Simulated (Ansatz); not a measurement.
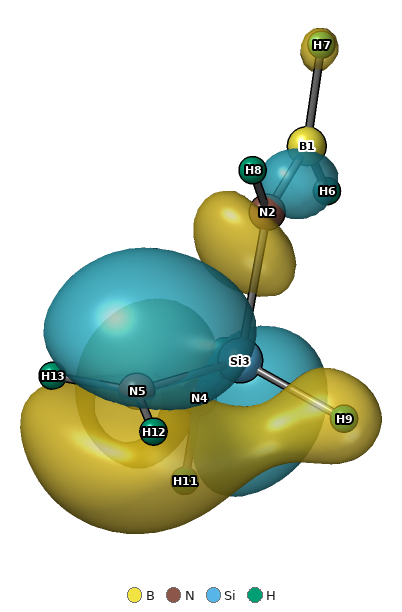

Figure 1: BH₈N₃Si (SMILES BN[SiH](N)N). The HOMO−1 at ±0.08 Å⁻³ᐟ² (yellow and cyan are the two phases), seen at an oblique angle.

All numbers below come from RKS CAM-B3LYP-D4/def2-SVP (Ansatz).

```xyz
13

B    -2.0149   -0.7646   -0.4718
N    -0.9909   -0.5194    0.4410
Si    0.4193    0.5369    0.3057
N     0.8146    0.5301   -1.3626
N     1.7193   -0.0304    1.2639
H    -2.0015   -0.2152   -1.5517
H    -2.9172   -1.5190   -0.1908
H    -1.0582   -0.9983    1.3361
H     0.0860    1.8599    0.9077
H     0.0966    0.3410   -2.0529
H     1.5439    1.1315   -1.7276
H     2.0364    0.4456    2.0982
H     2.2871   -0.8329    1.0198
```

Question: Where does this orbital lie, and at what energy?

Answer: It lies mainly on N5 (about 50 %) and N4 (about 20 %); largely a combination of lone pairs on N5 and N4. Its energy is −8.89 eV.
